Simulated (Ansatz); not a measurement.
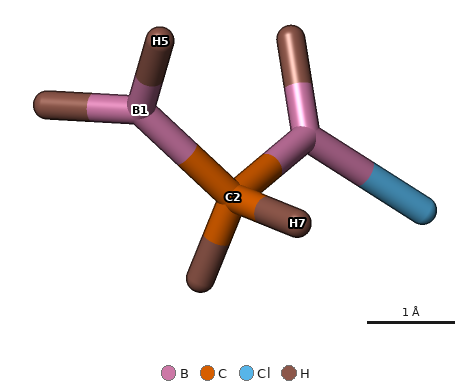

Fig. 1: The structure (stick view, seen at a tilt; atoms are numbered from 1 in the order of the input). Bond lengths as drawn: B–C 1.55 to 1.57 Å, B–Cl 1.77 Å, B–H 1.21 Å and C–H 1.11 Å.

CH$_{5}$B$_{2}$Cl: phonon calculation

The run: phonon calculation of CH$_{5}$B$_{2}$Cl. Method and program: RKS PBE-D4/def2-SVPD (Ansatz 0.2.0).

It belongs to a series of runs on one base structure; here: vibrations at the highest image of the band. Figures and captions count atoms from 1; the log counts them from 0 in places.

## The input
```yaml
crystal:
  periodic: [false, false, false]
  atoms:
    - { symbol: B, position_ang: [-0.489366, 1.29557, 0.045411] }
    - { symbol: C, position_ang: [0.064628, -0.031297, 0.626132] }
    - { symbol: B, position_ang: [0.327115, -0.990958, -0.594137] }
    - { symbol: Cl, position_ang: [0.971826, -2.618219, -0.318175] }
    - { symbol: H, position_ang: [0.264582, 2.181493, -0.303915] }
    - { symbol: H, position_ang: [-1.68045, 1.437707, -0.145535] }
    - { symbol: H, position_ang: [1.040515, 0.043272, 1.155693] }
    - { symbol: H, position_ang: [-0.626908, -0.591456, 1.294326] }
    - { symbol: H, position_ang: [0.128046, -0.726113, -1.7598] }
basis:
  gaussian: { orbitals: def2-SVPD }
hamiltonian:
  xc: pbe
  dispersion: d4
phonons: {}
```

Run on 2 threads of Intel Xeon (Granite Rapids), 12 GiB of memory available, shared host.

Launched with:
```bash
ansatz run input.yaml --threads 2 --pin off --max-ram 3072MiB --backend cpu --events-out ev --progress --plain --runs-dir out
```

## The program's output
```
Engine: ansatz 0.2.0, x86_64-unknown-linux-gnu
Functional definition: PBE
  parameter kappa = 0.804
  parameter beta = 0.06672455060314922
  exchange = pbe_x(kappa = kappa, mu = beta*pi^2/3)
  correlation = pbe_c(beta = beta)
1083 factors; their error is unknown
mean field evaluation 1: about -14972.1482 eV, gradient 5.2e1 eV
mean field evaluation 2: about -14960.4909 eV, gradient 7.9e1 eV
mean field evaluation 4: about -14979.2891 eV, gradient 6.3e0 eV
mean field evaluation 8: about -14979.3685 eV, gradient 1.3e-1 eV
mean field evaluation 16: about -14979.3686 eV, gradient 2.9e-5 eV
mean field -14979.36859042 eV, -550.4816423173 hartree, gradient 2.9e-5 eV, S^2 0.000000; 0 other end points of the search recorded, 0 dependent functions left out
the calculation of the forces begins
reference -14979.36864050 eV, -550.4816441576 hartree; 19, 19 occupied and 108, 108 virtual orbitals, 1083 factors
these checks for a lower state are left out or cut short: stability, starts, cluster_reference, orbital_swaps, neighbouring_geometries, increment
1083 factors; their error is unknown
mean field -14979.36846681 eV, -550.4816377748 hartree, gradient 2.4e-6 eV, S^2 0.000000; 0 other end points of the search recorded, 0 dependent functions left out
[... from here on the field's lines of each further geometry are left out, up to the last ...]
the calculation of the forces begins
reference -14979.36857284 eV, -550.4816416711 hartree; 19, 19 occupied and 108, 108 virtual orbitals, 1083 factors
these checks for a lower state are left out or cut short: stability, starts, cluster_reference, orbital_swaps, neighbouring_geometries, increment
1083 factors; their error is unknown
mean field -14979.36852582 eV, -550.4816399432 hartree, gradient 1.8e-6 eV, S^2 0.000000; 0 other end points of the search recorded, 0 dependent functions left out
the calculation of the forces begins
reference -14979.36857588 eV, -550.4816417831 hartree; 19, 19 occupied and 108, 108 virtual orbitals, 1083 factors
WARN: phonons: modes at or below zero, which the zero-point energy, F, S and C_V leave out: 1, the lowest at -128.12 cm⁻¹. A minimum has none, and a first-order saddle one
Total energy: -14979.52343722 eV, -550.4873328322 hartree
Atom 0 at    -0.489366     1.295570     0.045411 Å, force     0.003474    -0.013427    -0.005456 eV/Å
Atom 1 at     0.064628    -0.031297     0.626132 Å, force     0.003057    -0.003064     0.026593 eV/Å
Atom 2 at     0.327115    -0.990958    -0.594137 Å, force     0.008333    -0.007761    -0.002702 eV/Å
Atom 3 at     0.971826    -2.618219    -0.318175 Å, force    -0.006731     0.014990    -0.001518 eV/Å
Atom 4 at     0.264582     2.181493    -0.303915 Å, force    -0.000433     0.003408    -0.002212 eV/Å
Atom 5 at    -1.680450     1.437707    -0.145535 Å, force    -0.002508     0.004037    -0.001873 eV/Å
Atom 6 at     1.040515     0.043272     1.155693 Å, force    -0.000870    -0.000050    -0.006478 eV/Å
Atom 7 at    -0.626908    -0.591456     1.294326 Å, force    -0.001528     0.000783    -0.006167 eV/Å
Atom 8 at     0.128046    -0.726113    -1.759800 Å, force    -0.002794     0.001085    -0.000186 eV/Å
Dipole moment:    -0.010374     0.056371     0.137306 e Å
Vibrations: -128.12 120.00 204.36 305.55 515.32 676.98 748.97 907.45 917.84 921.45 998.04 1040.37 1051.58 1155.19 1206.89 1321.33 2510.33 2570.42 2594.00 2952.72 3005.01 cm⁻¹, zero-point energy 1.594671 eV
```

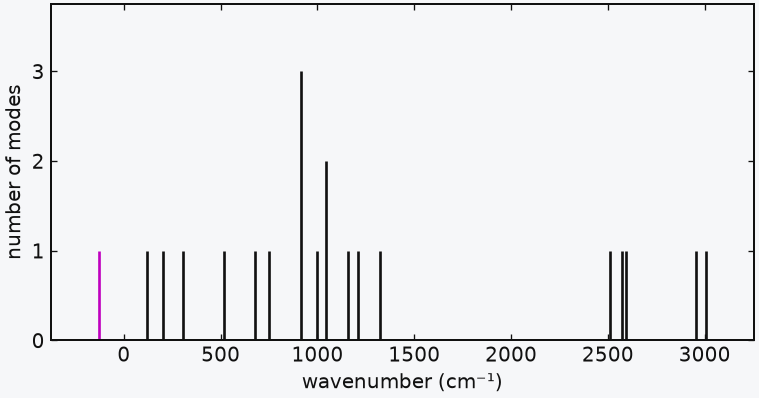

Fig. 2: Harmonic vibrational wavenumbers from the force constants; neighbouring modes closer than 14 cm⁻¹ are counted in one stick, and imaginary ones are drawn at negative wavenumbers. 21 modes from 128i to 3005 cm⁻¹, 1 imaginary beyond 8i (128i cm⁻¹): a first-order saddle point, if the geometry is stationary.

## Results in brief

```json
{"quantity": "outcome", "value": "converged"}
{"quantity": "total energy", "value": "−14979.5234 eV"}
{"quantity": "mean-field energy", "value": "−14979.3686 eV"}
{"quantity": "largest force (length of the vector)", "value": "0.027 eV/Å"}
{"quantity": "wall time", "value": "30 s (CPU time 56 s)"}
{"quantity": "peak memory", "value": "0.17 GiB"}
```
